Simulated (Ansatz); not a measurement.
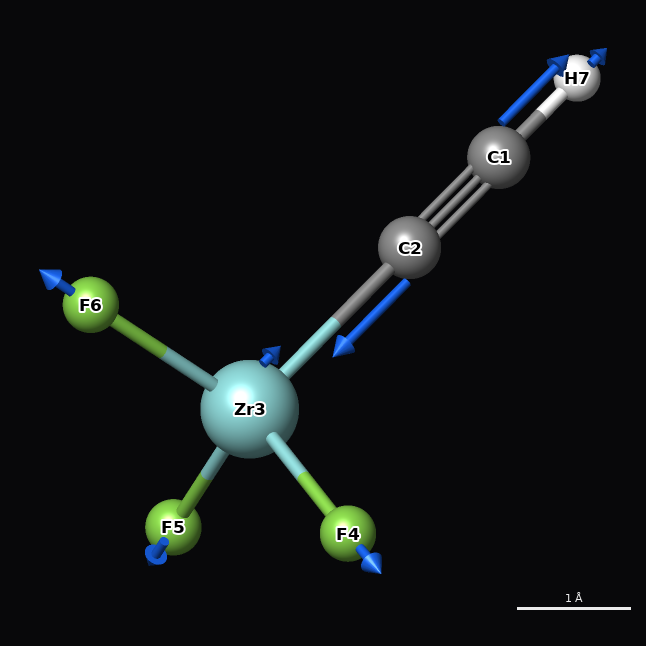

Arrows show the forces on the atoms, 1 Å of arrow for 1 eV/Å; forces under a tenth of the largest aren't drawn. The species is neutral and a spin singlet. Level of theory: PBE-D4/def2-TZVPP (Ansatz 0.2.0).

**Along which bond is the force strongest?**

C1–C2, now 1.215 Å: the forces push its atoms apart, so a first step downhill lengthens it.

List the force components in the frame of the picture (x right, y up, z towards the viewer), in eV/Å.

| atom | Fx | Fy | Fz |
| --- | --- | --- | --- |
| C1 | 0.60 | 0.61 | −0.34 |
| C2 | −0.66 | −0.67 | 0.37 |
| Zr3 | 0.16 | 0.16 | −0.09 |
| F4 | 0.19 | −0.23 | 0.26 |
| F5 | −0.14 | −0.22 | −0.30 |
| F6 | −0.30 | 0.20 | 0.18 |
| H7 | 0.14 | 0.15 | −0.08 |
